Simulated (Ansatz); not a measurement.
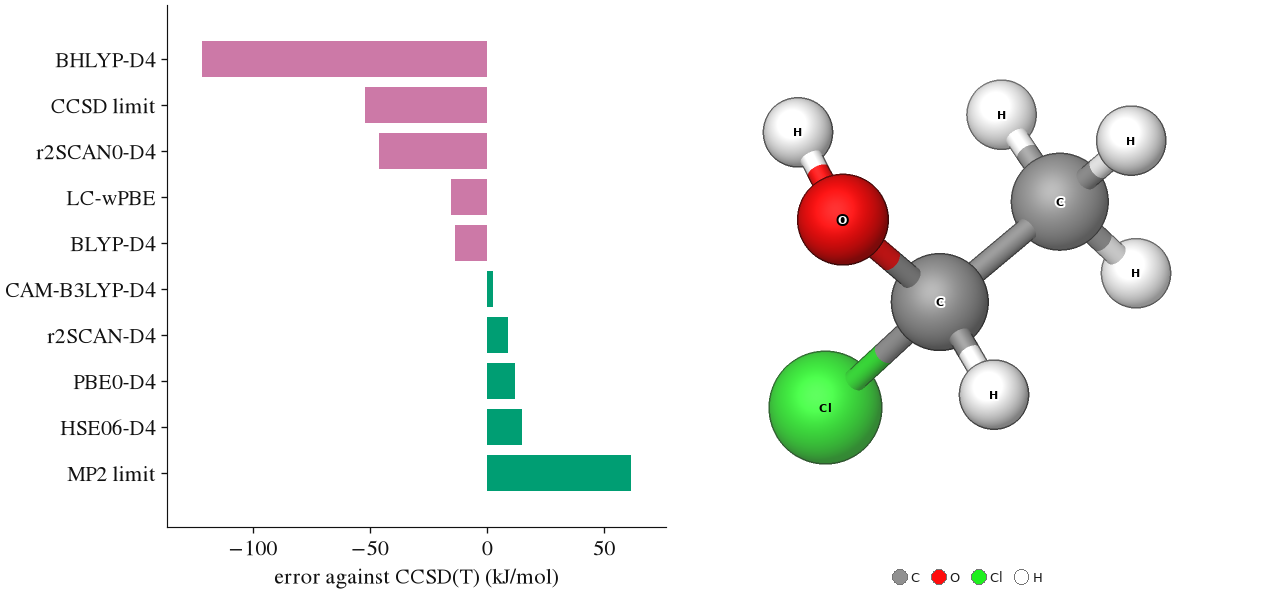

Error in the electronic atomisation energy (method less reference, so positive means overbinding) of C₂H₅ClO, SMILES C[C@@H](O)Cl: functionals in def2-TZVPP against frozen-core CCSD(T) at the limit (MP2 extrapolated from triple and quadruple zeta, plus CCSD(T) less MP2 in a smaller set), which gives 3329.3 kJ/mol, at a PBE0-D4/def2-TZVP geometry (a minimum by its frequencies), no zero-point or spin-orbit term, the Ansatz code 0.2.0. The reference leaves out core correlation, a term that grows with the number of heavy atoms. No dispersion term is added to LC-wPBE. Limit means the basis limit.

**What range do the values span?**

From −121.9 kJ/mol (BHLYP-D4) to 61.7 kJ/mol (MP2 limit).

**Give the values.**

```tsv
level	kJ/mol
BHLYP-D4	−121.9
CCSD limit	−52.3
r2SCAN0-D4	−46.0
LC-wPBE	−15.4
BLYP-D4	−13.6
CAM-B3LYP-D4	2.4
r2SCAN-D4	9.0
PBE0-D4	12.1
HSE06-D4	15.1
MP2 limit	61.7
```
